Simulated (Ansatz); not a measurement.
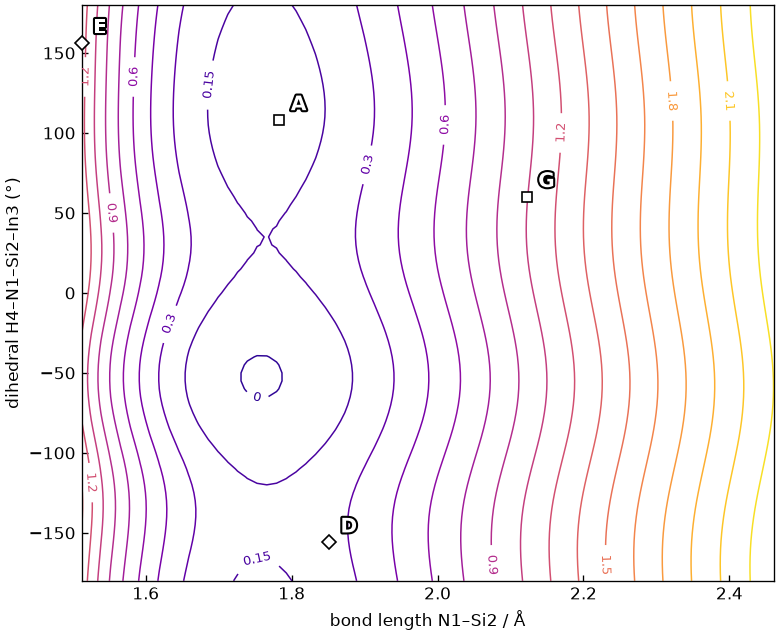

H₆InNSi, SMILES N[SiH2][InH2]. Coordinates scanned: (1) bond length N1–Si2; (2) dihedral H4–N1–Si2–In3. Nothing is relaxed (all other coordinates rigid). Grid: 15 × 15 points. Points are written as (first, second). Energies are in eV, from the lowest grid point. Theory: RKS PBE-D4/def2-SVP in Ansatz.

The picture shows contour lines labelled in eV, lettered points. Between grid points the surface is interpolated.

### What kind of point is each of A, D, G: minimum, saddle, maximum or slope?

A: minimum; D: on a slope; G: on a slope. (In these two coordinates alone; a stationary point may lie a little off the grid point.)

### Rank the lettered points by energy, lowest first.

A (0.08 eV), D (0.25 eV), G (1.04 eV), E (1.27 eV).
